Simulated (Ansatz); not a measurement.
# NH (triplet): RPA-PBE over a scan of the distance N1–H2, aug-cc-pVDZ

Aim: run NH (triplet) with these functionals over a scan of the distance N1–H2, and hold them against the top wave-function level at the same points.

Computed with Ansatz 0.2.0, Gaussian basis. Level: aug-cc-pVDZ, all electrons in the functionals, frozen cores in the correlation of double hybrids and RPA.

To be run: RPA-PBE, at 0.830 Å; 0.947 Å; 1.040 Å; 1.153 Å; 1.294 Å; 1.407 Å; 1.626 Å; 1.952 Å; 2.330 Å; 2.797 Å; 3.523 Å.

16 further runs of the same task are left out: 1 for a known fault of the program, 12 that didn't finish, 3 set aside as unsound or not needed.

## (1) The geometry

The geometry derives from a PBE0/def2-TZVP stationary point (not a proven minimum). One bond is set to the value named and the two fragments are kept rigid.

2 atoms, charge 0, spin multiplicity 3.

Atoms are counted from 1 here; the program's logs count them from 0.

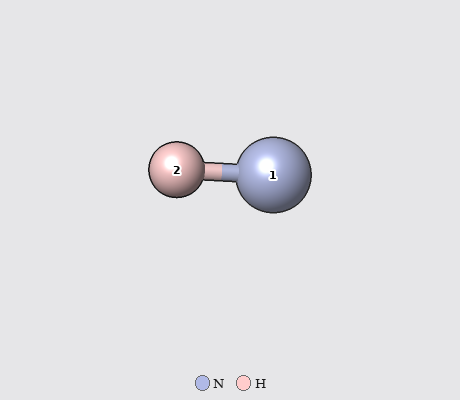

The geometry (nitrogen light blue, hydrogen pink); atoms are numbered from 1 in the order of the file.

No dispersion term is added.

The geometry shown and the zero of energy belong to the point 1.040 Å. The yardstick, FCI, and other wave-function levels (R restricted, U unrestricted, valence and pair active spaces) come from earlier runs.

## (2) RPA-PBE, 0.830 Å

File in.yaml:

```yaml
crystal:
  periodic: [false, false, false]
  atoms:
    - {symbol: N, position_ang: [0.000000, 0.000000, 0.000000]}
    - {symbol: H, position_ang: [0.000000, 0.000000, 0.830000]}
basis:
  gaussian: {orbitals: aug-cc-pVDZ}
magnetization: {spin_polarized: true, initial_magnetization: 2}
hamiltonian: {xc: {name: PBE}}
correlation: {method: rpa, electrons: outside_noble_gas}
```

On the command line:

```console
> ansatz run in.yaml --threads 1 --pin off --events-out ev --progress --plain --max-ram 2393MiB
```

After this run come: RPA-PBE, 0.947 Å; RPA-PBE, 1.040 Å; RPA-PBE, 1.153 Å; RPA-PBE, 1.294 Å; RPA-PBE, 1.407 Å; RPA-PBE, 1.626 Å; RPA-PBE, 1.952 Å; RPA-PBE, 2.330 Å; RPA-PBE, 2.797 Å; RPA-PBE, 3.523 Å.

Before running them: what should the planned runs give, taken together? Wanted: span of the FCI curve; largest miss, RPA-PBE.

**Answer**, as computed:

| quantity | value |
| --- | --- |
| span of the FCI curve | 74.9 kcal/mol |
| largest miss, RPA-PBE | +4.3 kcal/mol (1.952 Å) |

RPA-PBE strays by up to 4.3 kcal/mol, at 1.952 Å. RPA-PBE clearly breaks the spin symmetry at some points (⟨S²⟩ up to 1.00 above the pure value), so energy there is bought with a mixed spin. Functionals and the yardstick converge differently with the basis, so part of each miss in aug-cc-pVDZ is the basis.
